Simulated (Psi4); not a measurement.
# HSE06/cc-pVDZ run of Si2H5Cl (SMILES [SiH3][SiH2]Cl)

What is the energy change on altering one bond length of Si2H5Cl at HSE06/cc-pVDZ? 

Program for the calculation: Psi4 1.11.

## (1) The molecule

Si2H5Cl has 8 atoms, charge 0, and is taken as a singlet. As SMILES, `[SiH3][SiH2]Cl`. Geometry: relaxed at PBE0-D4/def2-TZVP.

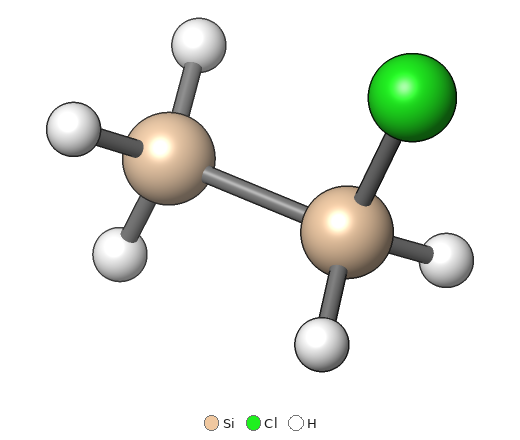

The structure, seen from a chosen angle (silicon light orange, chlorine green, hydrogen white).

## (2) A single-point energy at HSE06/cc-pVDZ

File job.py:

```python
import psi4

psi4.set_memory(2200000000)
psi4.set_num_threads(1)
psi4.set_output_file('output.dat', False)

geom = psi4.geometry("""
Si    -1.33509151     1.66636050    -0.73756011
Si     1.08356896    -1.77407489     0.61586174
Cl     4.59505804    -0.47791174     1.71587132
H     -3.87960773     0.77497668    -1.53634734
H     -0.06481761     2.91150104    -2.91017823
H     -1.61477097     3.50676477     1.36457123
H     -0.07899055    -3.06664756     2.81833754
H      1.46869514    -3.64887217    -1.43600288
units bohr
symmetry c1
no_reorient
no_com
""")

psi4.set_options({
    'puream': True,
    'e_convergence': 1e-09,
    'd_convergence': 1e-08,
    'scf_type': 'pk',
    'dft_radial_points': 99,
    'dft_spherical_points': 590,
})

E, wfn = psi4.energy('hse06/cc-pVDZ', molecule=geom, return_wfn=True)
psi4.oeprop(wfn, 'MULLIKEN_CHARGES', 'WIBERG_LOWDIN_INDICES', 'MAYER_INDICES')
print('E =', round(E, 9))
```

Launch:

```sh
$ python job.py
```

output.dat:

```text
[...]
  Running in c1 symmetry.
[...]
  Nuclear repulsion =  191.508261892085386
[...]
  Multiplicity = 1
[...]
  Nalpha       = 25
  Nbeta        = 25
[...]
    Number of basis functions: 79
[...]
   @RKS iter   1: -1041.82218943499379   -2.67312e-01   3.17258e-03 DIIS/ADIIS
[...]
   @RKS iter  10: -1041.87134195470571   -4.54747e-12   3.08119e-09 DIIS
[...]
    Orbital Energies [Eh]
    ---------------------
    Doubly Occupied:
       1A   -101.698224     2A    -66.293220     3A    -66.258323
       4A     -9.509865     5A     -7.240328     6A     -7.234020
       7A     -7.234005     8A     -5.356160     9A     -5.325849
      10A     -3.691955    11A     -3.688294    12A     -3.688223
      13A     -3.659158    14A     -3.658975    15A     -3.658875
      16A     -0.833926    17A     -0.575841    18A     -0.513352
      19A     -0.391958    20A     -0.385727    21A     -0.356940
      22A     -0.351197    23A     -0.347782    24A     -0.311133
      25A     -0.285336
[...]
  @RKS Final Energy: -1041.87134195470571
   => Energetics <=
    Nuclear Repulsion Energy =            191.5082618920853861
    One-Electron Energy =               -1822.5159205870568258
    Two-Electron Energy =                 644.0059416221465654
    DFT Exchange-Correlation Energy =     -54.8696248818807817
    Empirical Dispersion Energy =           0.0000000000000000
    VV10 Nonlocal Energy =                  0.0000000000000000
    Total Energy =                      -1041.8713419547057129
[...]
 Multipole Moments:
 ------------------------------------------------------------------------------------
     Multipole            Electronic (a.u.)      Nuclear  (a.u.)        Total (a.u.)
 ------------------------------------------------------------------------------------
 L = 1.  Multiply by 2.5417464519 to convert [e a0] to [Debye]
 Dipole X            :        -70.9748345           70.4251793           -0.5496553
 Dipole Y            :          9.0584125           -9.1547783           -0.0963657
 Dipole Z            :        -25.9528412           25.7664156           -0.1864256
 Magnitude           :                                                    0.5883552
[...]
  Mulliken Charges: (a.u.)
   Center  Symbol    Alpha    Beta     Spin     Total
       1    SI     6.95449  6.95449  0.00000  0.09102
       2    SI     6.87415  6.87415  0.00000  0.25170
       3    CL     8.61262  8.61262  0.00000 -0.22525
       4     H     0.51487  0.51487  0.00000 -0.02974
       5     H     0.50975  0.50975  0.00000 -0.01951
       6     H     0.50973  0.50973  0.00000 -0.01947
       7     H     0.51218  0.51218  0.00000 -0.02437
       8     H     0.51219  0.51219  0.00000 -0.02439
   Total alpha = 25.00000, Total beta = 25.00000, Total charge = -0.00000
[...]
```

On the terminal:

```text
E = -1041.871341955
```

It took 55 s on 1 thread of AMD EPYC 7B13 (Zen 3), shared host; peak memory 1.3 GiB.

## (3) The distorted shape: energy and gradient at HSE06/cc-pVDZ

File job.py:

```python
import psi4

psi4.set_memory('2200 MB')
psi4.set_num_threads(1)
psi4.set_output_file('output.dat', False)

m = psi4.geometry("""
0 1
Si    -0.614201     0.984421    -0.565162
Si     0.665699    -0.836179     0.151038
Cl     2.523899    -0.150279     0.733138
H     -1.960701     0.512721    -0.987862
H      0.057999     1.643321    -1.714862
H     -0.762201     1.958321     0.547238
H     -0.041800    -1.622800     1.491400
H      0.869499    -1.828279    -0.934762
units angstrom
symmetry c1
no_reorient
no_com
""")

psi4.set_options({
    'basis': 'cc-pVDZ',
    'reference': 'rks',
    'puream': True,
    'e_convergence': 1e-09,
    'd_convergence': 1e-08,
    'scf_type': 'pk',
    'dft_radial_points': 99,
    'dft_spherical_points': 590,
})

energy_value, wavefunction = psi4.gradient('HSE06', molecule=m, return_wfn=True)
print('gradient / Eh bohr^-1')
print(energy_value.np.round(6))
print(f'energy = {wavefunction.energy():.10f} Eh')
for k, v in sorted(psi4.core.scalar_variables().items()):
    print(f'{k:45s} {v:18.10f}')
```

Launch:

```sh
$ python job.py
```

output.dat, shortened:

```text
[...]
  Running in c1 symmetry.
[...]
  Nuclear repulsion =  190.542387111426194
[...]
  Multiplicity = 1
[...]
  Nalpha       = 25
  Nbeta        = 25
[...]
    Number of basis functions: 79
[...]
   @RKS iter   1: -1041.81203431543463   -3.07197e-01   3.15620e-03 ADIIS/DIIS
[...]
   @RKS iter  10: -1041.86073415862438   -5.22959e-12   4.13596e-09 DIIS
[...]
  @RKS Final Energy: -1041.86073415862438
   => Energetics <=
    Nuclear Repulsion Energy =            190.5423871114261942
    One-Electron Energy =               -1820.4536264432576900
    Two-Electron Energy =                 642.8833399009608911
    DFT Exchange-Correlation Energy =     -54.8328347277539407
    Empirical Dispersion Energy =           0.0000000000000000
    VV10 Nonlocal Energy =                  0.0000000000000000
    Total Energy =                      -1041.8607341586243820
[...]
 Multipole Moments:
 ------------------------------------------------------------------------------------
     Multipole            Electronic (a.u.)      Nuclear  (a.u.)        Total (a.u.)
 ------------------------------------------------------------------------------------
 L = 1.  Multiply by 2.5417464519 to convert [e a0] to [Debye]
 Dipole X            :        -79.4725548           78.9717512           -0.5008036
 Dipole Y            :         -0.3663773            0.3475754           -0.0188018
 Dipole Z            :         -9.8549432            9.5747925           -0.2801507
 Magnitude           :                                                    0.5741448
[...]
  -Total Gradient:
     Atom            X                  Y                   Z
    ------   -----------------  -----------------  -----------------
       1        0.000076105371     0.001223604137    -0.001564192963
       2        0.027565620839     0.022258799861    -0.035443855995
       3       -0.009825347192    -0.003241697201    -0.003285029463
       4        0.003709091369     0.001567202786     0.001221425714
       5       -0.002321094012    -0.001650444115     0.003426063691
       6        0.000282254938    -0.002679749245    -0.003209732942
       7       -0.018920638811    -0.021181943052     0.036677713960
       8       -0.000555929347     0.003706900752     0.002181328017
[...]
```

The script printed:

```text
gradient / Eh bohr^-1
[[ 7.6000e-05  1.2240e-03 -1.5640e-03]
 [ 2.7566e-02  2.2259e-02 -3.5444e-02]
 [-9.8250e-03 -3.2420e-03 -3.2850e-03]
 [ 3.7090e-03  1.5670e-03  1.2210e-03]
 [-2.3210e-03 -1.6500e-03  3.4260e-03]
 [ 2.8200e-04 -2.6800e-03 -3.2100e-03]
 [-1.8921e-02 -2.1182e-02  3.6678e-02]
 [-5.5600e-04  3.7070e-03  2.1810e-03]]
energy = -1041.8607341586 Eh
CURRENT ENERGY                                  -1041.8607341586
CURRENT REFERENCE ENERGY                        -1041.8607341586
DD SOLVATION ENERGY                                 0.0000000000
DFT FUNCTIONAL TOTAL ENERGY                     -1041.8607341586
DFT TOTAL ENERGY                                -1041.8607341586
DFT VV10 ENERGY                                     0.0000000000
DFT XC ENERGY                                     -54.8328347278
GRID ELECTRONS ALPHA                               24.9999999747
GRID ELECTRONS BETA                                24.9999999747
GRID ELECTRONS TOTAL                               49.9999999493
NUCLEAR REPULSION ENERGY                          190.5423871114
ONE-ELECTRON ENERGY                             -1820.4536264433
PCM POLARIZATION ENERGY                             0.0000000000
PE ENERGY                                           0.0000000000
SCF ITERATION ENERGY                            -1041.8607341586
SCF ITERATIONS                                     10.0000000000
SCF TOTAL ENERGY                                -1041.8607341586
TWO-ELECTRON ENERGY                               642.8833399010
XC GRID RADIAL POINTS                              99.0000000000
XC GRID SPHERICAL POINTS                          590.0000000000
XC GRID TOTAL POINTS                           441375.0000000000
```

Run time: 1.8 min. Hardware: 1 thread of AMD EPYC 7B13 (Zen 3), shared host; peak memory 1.3 GiB.

## (4) Summary of results

Level: HSE06/cc-pVDZ.

```
                                                          quantity           value
                                         first shape: total energy  -1041.87134 Eh
                                        first shape: dipole moment          1.50 D
                                          first shape: HOMO energy        -7.76 eV
                                          first shape: LUMO energy        -0.73 eV
                                        first shape: HOMO–LUMO gap         7.04 eV
                                     distorted shape: total energy  -1041.86073 Eh
                                    distorted shape: dipole moment          1.46 D
                                      distorted shape: HOMO energy        -7.77 eV
                                      distorted shape: LUMO energy        -0.76 eV
                                    distorted shape: HOMO–LUMO gap         7.01 eV
                         distorted shape: largest force on an atom      2.577 eV/Å
energy change with the Si2–H7 bond stretched from 1.485 to 1.708 Å        0.289 eV
```

What this shows: With the Si2–H7 bond stretched from 1.485 to 1.708 Å the energy rises by 0.29 eV (6.7 kcal/mol). The first shape isn't relaxed at this level, so the change isn't measured from a minimum.
